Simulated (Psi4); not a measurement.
# doublet [BBrCl2]+, run twice

Aim: a single-point energy of doublet [BBrCl2]+ at UMP3/cc-pVDZ.

Program for the calculation: Psi4 1.11.

12 further runs of the same task are left out: 11 that didn't finish, 1 set aside as unsound or not needed.

## (1) The molecule

[BBrCl2]+ has 4 atoms, charge +1, and is taken as a doublet. As SMILES of the parent species, `ClB(Cl)Br`. The coordinates come from a PBE0-D4/def2-TZVP relaxation. That shape belongs to the parent species and isn't relaxed for this state.

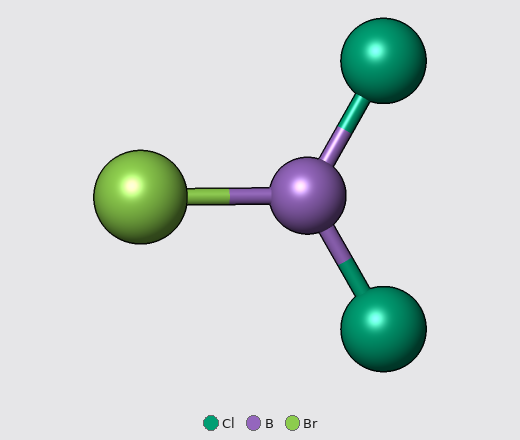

Viewed from a chosen angle; chlorine teal, boron purple, bromine green.

## (2) The input as first written

Input file calc.py:

```python
import psi4

psi4.set_memory(1600000000)
psi4.set_num_threads(1)
psi4.core.set_output_file('psi4.out', False)

molecule = psi4.geometry("""
1 2
Cl
B 1 1.734618
Cl 2 1.734719 1 120.13863
Br 2 1.901389 1 119.93408 3 -179.98338
units angstrom
symmetry c1
no_reorient
no_com
""")

options = {'basis': 'cc-pVDZ', 'reference': 'uhf', 'puream': True, 'e_convergence': 1e-09, 'd_convergence': 1e-08, 'scf_type': 'pk', 'num_frozen_docc': 20, 'maxiter': 100, 'mp_type': 'conv', 'mom_start': 5}
psi4.set_options(options)

E = psi4.energy("mp3", molecule=molecule)
print(f'mp3 energy: {E:.10f} Eh')
```

Launch:

```bash
python calc.py
```

psi4.out:

```text
=> Loading Basis Set <=

    Name: CC-PVDZ
    Role: ORBITAL
    Keyword: BASIS

         ---------------------------------------------------------
                                   SCF
                              UHF Reference
                        1 Threads,   1525 MiB Core
         ---------------------------------------------------------

  ==> Geometry <==

    Molecular point group: c1
    Full point group: C1

    Geometry (in Angstrom), charge = 1, multiplicity = 2:

[... 84 lines left out ...]
                        Total Energy        Delta E     RMS |[F,P]|
[... 4 lines left out ...]
   @UHF iter   3: -3515.77938381456988   -5.46387e-02   5.87059e-04 ADIIS/DIIS
[... 3 lines left out ...]
   @UHF iter   7: -3515.77689706524507    7.65822e-03   2.67270e-04 ADIIS/DIIS/MOM
[... 4 lines left out ...]
   @UHF iter  92: -3323.90820569831203    7.63799e+01   2.53538e-02 ADIIS/DIIS/MOM
[... 3 lines left out ...]
   @UHF iter  96: -3313.54794547383153    1.13930e+01   2.02864e-02 ADIIS/DIIS/MOM
[... 3 lines left out ...]
   @UHF iter 100: -3318.76801332897321    5.54911e-01   8.51468e-03 ADIIS/DIIS/MOM
[... 1 line left out ...]
PsiException: Could not converge SCF iterations in 100 iterations.

  Failed to converge.
```

On the terminal:

```text
Traceback (most recent call last):
  File "calc.py", line 22, in <module>
    E = psi4.energy("mp3", molecule=molecule)
psi4.driver.p4util.exceptions.SCFConvergenceError: Could not converge SCF iterations in 100 iterations.
```

It took 34 s on 1 thread of Intel Xeon Platinum 8259CL at 2.50GHz (Skylake/Cascade Lake), shared host; peak memory 0.49 GiB.

## (3) Reading the log

No converged result was reached.

The log says `psi4.driver.p4util.exceptions.SCFConvergenceError: Could not converge SCF iterations in 100 iterations.`. These settings are changed for another try; the log doesn't prove which change is needed.

## (4) Try two

Edit calc.py of step 2 so:

```diff
@@ -18,3 +18,3 @@
 
-options = {'basis': 'cc-pVDZ', 'reference': 'uhf', 'puream': True, 'e_convergence': 1e-09, 'd_convergence': 1e-08, 'scf_type': 'pk', 'num_frozen_docc': 20, 'maxiter': 100, 'mp_type': 'conv', 'mom_start': 5}
+options = {'basis': 'cc-pVDZ', 'reference': 'uhf', 'puream': True, 'e_convergence': 1e-09, 'd_convergence': 1e-08, 'scf_type': 'pk', 'num_frozen_docc': 20, 'maxiter': 100, 'mp_type': 'conv', 'soscf': True, 'soscf_start_convergence': 0.001}
 psi4.set_options(options)
```

Launch:

```bash
python calc.py
```

psi4.out:

```text
[...]
  Running in c1 symmetry.
[...]
  Nuclear repulsion =  351.409230160334801
[...]
  Multiplicity = 2
[...]
  Nalpha       = 37
  Nbeta        = 36
[...]
    Number of basis functions: 77
[...]
   @UHF iter   1: -3515.64064296420156   -1.15534e+00   7.06110e-03 DIIS/ADIIS
[...]
   @UHF iter  12: -3515.81377735166643   -4.59295e-11   8.64336e-09 SOSCF, nmicro=conv
[...]
   @S^2 Observed:                7.579229649E-01
[...]
    Orbital Energies [Eh]
    ---------------------
    Alpha Occupied:
       1A   -490.447803     2A   -105.057787     3A   -105.057776
       4A    -65.582426     5A    -58.944285     6A    -58.937280
       7A    -58.936587     8A    -10.785160     9A    -10.785130
      10A    -10.233868    11A     -8.252537    12A     -8.252523
      13A     -8.249499    14A     -8.249485    15A     -8.249282
      16A     -8.249268    17A     -7.998133    18A     -7.856078
      19A     -7.837203    20A     -7.831472    21A     -3.584625
      22A     -3.582049    23A     -3.575633    24A     -3.564744
      25A     -3.564586    26A     -1.419154    27A     -1.348933
      28A     -1.317832    29A     -0.932183    30A     -0.855160
      31A     -0.828834    32A     -0.785279    33A     -0.767418
      34A     -0.709964    35A     -0.693011    36A     -0.668181
[...]
  @UHF Final Energy: -3515.81377735166643
   => Energetics <=
    Nuclear Repulsion Energy =            351.4092301603348005
    One-Electron Energy =               -5566.2546198829313653
    Two-Electron Energy =                1699.0316123709299063
    Total Energy =                      -3515.8137773516664311
  UHF NO Occupations:
  HONO-2 :   35  A 1.9995258
  HONO-1 :   36  A 1.9969905
[...]
 Multipole Moments:
 ------------------------------------------------------------------------------------
     Multipole            Electronic (a.u.)      Nuclear  (a.u.)        Total (a.u.)
 ------------------------------------------------------------------------------------
 L = 1.  Multiply by 2.5417464519 to convert [e a0] to [Debye]
 Dipole X            :         -0.0014659            0.0013824           -0.0000835
 Dipole Y            :          8.0052736           -7.0712102            0.9340633
 Dipole Z            :          4.6089555           -4.0713879            0.5375677
 Magnitude           :                                                    1.0777074
[...]
	SCS-MP2 Total Energy (a.u.)        : -3516.25096856415257
	SOS-MP2 Total Energy (a.u.)        : -3516.24082423523487
[...]
	SOS-PI-MP2 Total Energy (a.u.)     : -3516.27367399550940
[...]
	MP2 Total Energy (a.u.)            : -3516.27125722198844
[...]
	SCS-MP3 Total Energy (a.u.)        : -3516.25880873008737
[...]
	MP3 Total Energy (a.u.)            : -3516.30261788572670
[...]
```

On the terminal:

```text
mp3 energy: -3516.3026178857 Eh
```

Wall time 67 s (1 thread of Intel Xeon Platinum 8259CL at 2.50GHz (Skylake/Cascade Lake), shared host); peak memory 0.48 GiB.

## (5) Results

Level: UMP3/cc-pVDZ.

| quantity | value |
| --- | --- |
| total energy | -3516.30262 Eh |
| HOMO energy (Hartree–Fock orbitals) (highest over α and β) | -17.93 eV |
| LUMO energy (Hartree–Fock orbitals) (lowest over α and β) | -9.28 eV |
| correlation energy (20 core orbitals frozen) | -488.8 mEh |
| ⟨S²⟩ of the reference determinant | 0.758 |
